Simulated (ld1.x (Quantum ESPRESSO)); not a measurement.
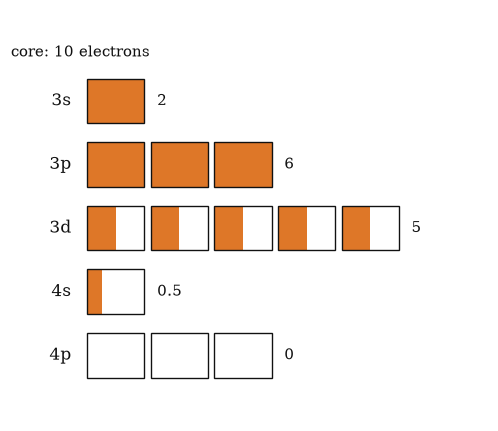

*The valence shells of the reference configuration: a box for each of the 2l + 1 orbitals, shaded by the share of the shell that is filled, with the electron count at the right.*

Pseudopotential generation for Mn (part 1 of 2)

System: manganese (Mn, Z = 25), core [Ne], reference valence 3s2 3p6 3d5 4s0.5 4p0 (an ion of charge +1.5), valence charge 15.
Method: RRKJ potential, PBE, scalar-relativistic, made with ld1.x (Quantum ESPRESSO) 7.5.

### The program's output
```
     Program LD1 v.7.5
     --------------------------- All-electron run ----------------------------

     Mn
     scalar relativistic calculation

     atomic number is 25.00
     dft =PBE   lsd =0 sic =0 latt =0  beta=0.20 tr2=1.0E-14
     Exchange-correlation= PBE
                           (   1   4   3   4   0   0   0)
     mesh =1187 r(mesh) = 100.09544 a.u. xmin = -7.00 dx = 0.01250
     1 Ry =  13.60569312 eV, c = 137.03599908

     n l     nl                  e(Ry)          e(Ha)          e(eV)
     1 0     1S 1( 2.00)      -473.5191      -236.7595     -6442.5555
     2 0     2S 1( 2.00)       -55.6123       -27.8062      -756.6441
     2 1     2P 1( 6.00)       -47.2531       -23.6265      -642.9107
     3 0     3S 1( 2.00)        -7.2575        -3.6287       -98.7430
     3 1     3P 1( 6.00)        -4.9591        -2.4796       -67.4727
     3 2     3D 1( 5.00)        -1.4308        -0.7154       -19.4669
     4 0     4S 1( 0.50)        -1.1443        -0.5721       -15.5686
     4 1     4P 1( 0.00)        -0.7694        -0.3847       -10.4680

     final scf error:  4.5E-15 reached in  28 iterations

     Etot =   -2315.471932 Ry,   -1157.735966 Ha,  -31503.600548 eV

     Ekin =    2341.073039 Ry,    1170.536520 Ha,   31851.921352 eV
     Encl =   -5505.606476 Ry,   -2752.803238 Ha,  -74907.592172 eV
     Eh   =     952.360753 Ry,     476.180376 Ha,   12957.528145 eV
     Exc  =    -103.299248 Ry,     -51.649624 Ha,   -1405.457872 eV

     normalization and overlap integrals

     s(1S/1S) =  1.000000  <r> =   0.0609  <r2> =    0.0050  r(max) =   0.0400
     s(2S/2S) =  1.000000  <r> =   0.2794  <r2> =    0.0922  r(max) =   0.2331
     s(2P/2P) =  1.000000  <r> =   0.2471  <r2> =    0.0751  r(max) =   0.1885
     s(3S/3S) =  1.000000  <r> =   0.8521  <r2> =    0.8381  r(max) =   0.7361
     s(3P/3P) =  1.000000  <r> =   0.9045  <r2> =    0.9646  r(max) =   0.7547
     s(3D/3D) =  1.000000  <r> =   1.1678  <r2> =    1.7818  r(max) =   0.7642
     s(4S/4S) =  1.000000  <r> =   2.6989  <r2> =    8.2894  r(max) =   2.3248
     s(4P/4P) =  1.000000  <r> =   3.2995  <r2> =   12.4392  r(max) =   2.8042

     ------------------------ End of All-electron run ------------------------

     --------------------- Generating NC pseudopotential ---------------------

      Generating local pot.: lloc=2, matching radius rcloc =   2.0000

      Wfc   3S  rcut= 1.464  Estimated cut-off energy=       25.49 Ry
      Using 4 Bessel functions for this wfc, rho(0) = 0.020
      This function has    0 nodes for 0 < r <    1.464

      Wfc   3P  rcut= 1.006  Estimated cut-off energy=      175.56 Ry
      This function has    0 nodes for 0 < r <    1.006

     ------------------- End of pseudopotential generation -------------------

     --------------------------- All-electron run ----------------------------

     Mn
     scalar relativistic calculation

     atomic number is 25.00
     dft =PBE   lsd =0 sic =0 latt =0  beta=0.20 tr2=1.0E-14
     Exchange-correlation= PBE
                           (   1   4   3   4   0   0   0)
     mesh =1187 r(mesh) = 100.09544 a.u. xmin = -7.00 dx = 0.01250
     1 Ry =  13.60569312 eV, c = 137.03599908

     n l     nl                  e(Ry)          e(Ha)          e(eV)
     1 0     1S 1( 2.00)      -473.5191      -236.7595     -6442.5555
     2 0     2S 1( 2.00)       -55.6123       -27.8062      -756.6441
     2 1     2P 1( 6.00)       -47.2531       -23.6265      -642.9107
     3 0     3S 1( 2.00)        -7.2575        -3.6287       -98.7430
     3 1     3P 1( 6.00)        -4.9591        -2.4796       -67.4727
     3 2     3D 1( 5.00)        -1.4308        -0.7154       -19.4669
     4 0     4S 1( 0.50)        -1.1443        -0.5721       -15.5686
     4 1     4P 1( 0.00)        -0.7694        -0.3847       -10.4680

     final scf error:  4.5E-15 reached in  28 iterations

     Etot =   -2315.471932 Ry,   -1157.735966 Ha,  -31503.600548 eV

     Ekin =    2341.073039 Ry,    1170.536520 Ha,   31851.921352 eV
     Encl =   -5505.606476 Ry,   -2752.803238 Ha,  -74907.592172 eV
     Eh   =     952.360753 Ry,     476.180376 Ha,   12957.528145 eV
     Exc  =    -103.299248 Ry,     -51.649624 Ha,   -1405.457872 eV

     normalization and overlap integrals

     s(1S/1S) =  1.000000  <r> =   0.0609  <r2> =    0.0050  r(max) =   0.0400
     s(2S/2S) =  1.000000  <r> =   0.2794  <r2> =    0.0922  r(max) =   0.2331
     s(2P/2P) =  1.000000  <r> =   0.2471  <r2> =    0.0751  r(max) =   0.1885
     s(3S/3S) =  1.000000  <r> =   0.8521  <r2> =    0.8381  r(max) =   0.7361
     s(3P/3P) =  1.000000  <r> =   0.9045  <r2> =    0.9646  r(max) =   0.7547
     s(3D/3D) =  1.000000  <r> =   1.1678  <r2> =    1.7818  r(max) =   0.7642
     s(4S/4S) =  1.000000  <r> =   2.6989  <r2> =    8.2894  r(max) =   2.3248
     s(4P/4P) =  1.000000  <r> =   3.2995  <r2> =   12.4392  r(max) =   2.8042

     ------------------------ End of All-electron run ------------------------

     Computing logarithmic derivative in   2.19766

       Warning: n=1, l=0 expected 0 nodes, found 1
       Setting wfc to zero for this iteration
       (This warning will only be printed once per wavefunction)

       Warning: n=2, l=1 expected 0 nodes, found 1
       Setting wfc to zero for this iteration
       (This warning will only be printed once per wavefunction)

     Computing logarithmic derivative in   2.19766
     Computing the partial wave expansion
     R is outside the sphere for l=    0 j= 0.00
     R is outside the sphere for l=    1 j= 0.00
       no projector for channel:   2

     ---------------------- Testing the pseudopotential ----------------------

     Mn
     scalar relativistic calculation

     atomic number is 25.00   valence charge is 15.00
     dft =PBE   lsd =0 sic =0 latt =0  beta=0.20 tr2=1.0E-14
     mesh =1187 r(mesh) = 100.09544 xmin = -7.00 dx = 0.01250

     n l     nl             e AE (Ry)        e PS (Ry)    De AE-PS (Ry)
     1 0     3S   1( 2.00)       -7.25748       -7.25748       -0.00000
     2 1     3P   1( 6.00)       -4.95915       -4.95915       -0.00000
     3 2     3D   1( 5.00)       -1.43079       -1.43079        0.00000
     2 0     4S   1( 0.50)       -1.14427       -1.07040       -0.07387  !
     3 1     4P   1( 0.00)       -0.76938       -0.72550       -0.04389  !

     eps = 5.7E-15  iter = 35

     Etot =   -2315.471932 Ry,   -1157.735966 Ha,  -31503.600548 eV
     Etotps =  -201.147514 Ry,    -100.573757 Ha,   -2736.751345 eV

     Ekin =      93.006559 Ry,      46.503280 Ha,    1265.418702 eV
     Encl =    -455.977564 Ry,    -227.988782 Ha,   -6203.890804 eV
     Ehrt =     155.595301 Ry,      77.797650 Ha,    2116.981916 eV
     Ecxc =     -21.389370 Ry,     -10.694685 Ha,    -291.017210 eV
     Epseu=      27.617560 Ry,      13.808780 Ha,     375.756050 eV

     ---------------------- End of pseudopotential test ----------------------
```

### Output of the test run (extracts)
```
     ---------------------- Testing the pseudopotential ----------------------

     Mn
     scalar relativistic calculation

     atomic number is 25.00   valence charge is 15.00
     dft =PBE   lsd =0 sic =0 latt =0  beta=0.20 tr2=1.0E-14
     mesh =1187 r(mesh) = 100.09544 xmin = -7.00 dx = 0.01250

     n l     nl             e AE (Ry)        e PS (Ry)    De AE-PS (Ry)
     1 0     3S   1( 2.00)       -7.25748       -7.25748       -0.00000
     2 1     3P   1( 6.00)       -4.95915       -4.95915       -0.00000
     3 2     3D   1( 5.00)       -1.43079       -1.43079        0.00000
     2 0     4S   1( 0.50)       -1.14427       -1.07040       -0.07387  !
     3 1     4P   1( 0.00)       -0.76938       -0.72550       -0.04389  !

     eps = 7.5E-15  iter = 40

     Etot =   -2315.471932 Ry,   -1157.735966 Ha,  -31503.600548 eV
     Etotps =  -201.147514 Ry,    -100.573757 Ha,   -2736.751345 eV

     Ekin =      93.006559 Ry,      46.503280 Ha,    1265.418703 eV
     Encl =    -455.977564 Ry,    -227.988782 Ha,   -6203.890805 eV
     Ehrt =     155.595301 Ry,      77.797650 Ha,    2116.981916 eV
     Ecxc =     -21.389370 Ry,     -10.694685 Ha,    -291.017210 eV
     Epseu=      27.617560 Ry,      13.808780 Ha,     375.756050 eV

     ---------------------- End of pseudopotential test ----------------------

     ---------------------- Testing the pseudopotential ----------------------

     Mn
     scalar relativistic calculation

     atomic number is 25.00   valence charge is 15.00
     dft =PBE   lsd =0 sic =0 latt =0  beta=0.20 tr2=1.0E-14
     mesh =1187 r(mesh) = 100.09544 xmin = -7.00 dx = 0.01250

     n l     nl             e AE (Ry)        e PS (Ry)    De AE-PS (Ry)
     1 0     3S   1( 2.00)       -6.31200       -6.34647        0.03446  !
     2 1     3P   1( 6.00)       -4.01252       -4.04787        0.03535  !
     3 2     3D   1( 5.00)       -0.49765       -0.53092        0.03327  !
     2 0     4S   1( 2.00)       -0.37535       -0.34312       -0.03223  !
     3 1     4P   1( 0.00)       -0.10072       -0.09548       -0.00524  !

     eps = 4.6E-15  iter = 37

     Etot =   -2316.594182 Ry,   -1158.297091 Ha,  -31518.869530 eV
     Etotps =  -202.190901 Ry,    -101.095450 Ha,   -2750.947346 eV
     dEtot_ae =      -1.122249 Ry
     dEtot_ps =      -1.043387 Ry,   Delta E=      -0.078863 Ry

     Ekin =      92.643927 Ry,      46.321963 Ha,    1260.484834 eV
     Encl =    -469.442809 Ry,    -234.721405 Ha,   -6387.094800 eV
     Ehrt =     168.428909 Ry,      84.214455 Ha,    2291.592054 eV
     Ecxc =     -21.880314 Ry,     -10.940157 Ha,    -297.696843 eV
     Epseu=      28.059387 Ry,      14.029693 Ha,     381.767408 eV

     ---------------------- End of pseudopotential test ----------------------

     ---------------------- Testing the pseudopotential ----------------------

     Mn
     scalar relativistic calculation

     atomic number is 25.00   valence charge is 15.00
     dft =PBE   lsd =0 sic =0 latt =0  beta=0.20 tr2=1.0E-14
     mesh =1187 r(mesh) = 100.09544 xmin = -7.00 dx = 0.01250

     n l     nl             e AE (Ry)        e PS (Ry)    De AE-PS (Ry)
     1 0     3S   1( 2.00)       -6.91644       -6.92716        0.01072  !
     2 1     3P   1( 6.00)       -4.61791       -4.62895        0.01104  !
     3 2     3D   1( 5.00)       -1.09569       -1.10619        0.01050  !
     2 0     4S   1( 1.00)       -0.87298       -0.81349       -0.05949  !
     3 1     4P   1( 0.00)       -0.52869       -0.49937       -0.02932  !

     eps = 4.3E-15  iter = 40

     Etot =   -2315.975618 Ry,   -1157.987809 Ha,  -31510.453542 eV
     Etotps =  -201.617897 Ry,    -100.808949 Ha,   -2743.151235 eV
     dEtot_ae =      -0.503686 Ry
     dEtot_ps =      -0.470383 Ry,   Delta E=      -0.033303 Ry

     Ekin =      92.886903 Ry,      46.443452 Ha,    1263.790699 eV
     Encl =    -460.861713 Ry,    -230.430856 Ha,   -6270.343036 eV
     Ehrt =     160.102641 Ry,      80.051320 Ha,    2178.307401 eV
     Ecxc =     -21.556411 Ry,     -10.778206 Ha,    -293.289913 eV
     Epseu=      27.810683 Ry,      13.905341 Ha,     378.383615 eV

     ---------------------- End of pseudopotential test ----------------------

     ---------------------- Testing the pseudopotential ----------------------

     Mn
     scalar relativistic calculation

     atomic number is 25.00   valence charge is 15.00
     dft =PBE   lsd =0 sic =0 latt =0  beta=0.20 tr2=1.0E-14
     mesh =1187 r(mesh) = 100.09544 xmin = -7.00 dx = 0.01250

     n l     nl             e AE (Ry)        e PS (Ry)    De AE-PS (Ry)
     1 0     3S   1( 2.00)       -7.62193       -7.61336       -0.00857  !
     2 1     3P   1( 6.00)       -5.32345       -5.31453       -0.00893  !
     3 2     3D   1( 5.00)       -1.78734       -1.77848       -0.00886  !
     2 0     4S   1( 0.00)       -1.42860       -1.34028       -0.08832  !
     3 1     4P   1( 0.00)       -1.02115       -0.96024       -0.06090  !

     eps = 6.3E-15  iter = 42

     Etot =   -2314.829120 Ry,   -1157.414560 Ha,  -31494.854637 eV
     Etotps =  -200.545098 Ry,    -100.272549 Ha,   -2728.555058 eV
     dEtot_ae =       0.642813 Ry
     dEtot_ps =       0.602416 Ry,   Delta E=       0.040397 Ry

     Ekin =      93.109622 Ry,      46.554811 Ha,    1266.820948 eV
     Encl =    -450.705076 Ry,    -225.352538 Ha,   -6132.154949 eV
     Ehrt =     150.899786 Ry,      75.449893 Ha,    2053.096187 eV
     Ecxc =     -21.222187 Ry,     -10.611093 Ha,    -288.742562 eV
     Epseu=      27.372756 Ry,      13.686378 Ha,     372.425318 eV

     ---------------------- End of pseudopotential test ----------------------

     ---------------------- Testing the pseudopotential ----------------------

     Mn
     scalar relativistic calculation

     atomic number is 25.00   valence charge is 15.00
     dft =PBE   lsd =0 sic =0 latt =0  beta=0.20 tr2=1.0E-14
     mesh =1187 r(mesh) = 100.09544 xmin = -7.00 dx = 0.01250

     n l     nl             e AE (Ry)        e PS (Ry)    De AE-PS (Ry)
     1 0     3S   1( 2.00)       -8.95436       -8.95188       -0.00248
     2 1     3P   1( 6.00)       -6.63637       -6.63723        0.00086
     3 2     3D   1( 4.00)       -3.02839       -3.00928       -0.01911  !
     2 0     4S   1( 0.00)       -2.21721       -2.11992       -0.09729  !
     3 1     4P   1( 0.00)       -1.72124       -1.62827       -0.09297  !

     eps = 4.0E-15  iter = 50

     Etot =   -2312.438988 Ry,   -1156.219494 Ha,  -31462.335241 eV
     Etotps =  -198.166124 Ry,     -99.083062 Ha,   -2696.187475 eV
     dEtot_ae =       3.032944 Ry
     dEtot_ps =       2.981389 Ry,   Delta E=       0.051555 Ry

     Ekin =      88.511455 Ry,      44.255728 Ha,    1204.259696 eV
     Encl =    -429.054359 Ry,    -214.527179 Ha,   -5837.581941 eV
     Ehrt =     134.383171 Ry,      67.191585 Ha,    1828.376184 eV
     Ecxc =     -19.979567 Ry,      -9.989784 Ha,    -271.835861 eV
     Epseu=      27.973176 Ry,      13.986588 Ha,     380.594447 eV

     ---------------------- End of pseudopotential test ----------------------
```

(Continued in part 2.) Outcome of the run: generated; the pseudo-atom misses its reference levels by up to 1.01 eV (4s, which has no pseudo-wave of its own); ld1.x warns of wrong node counts.
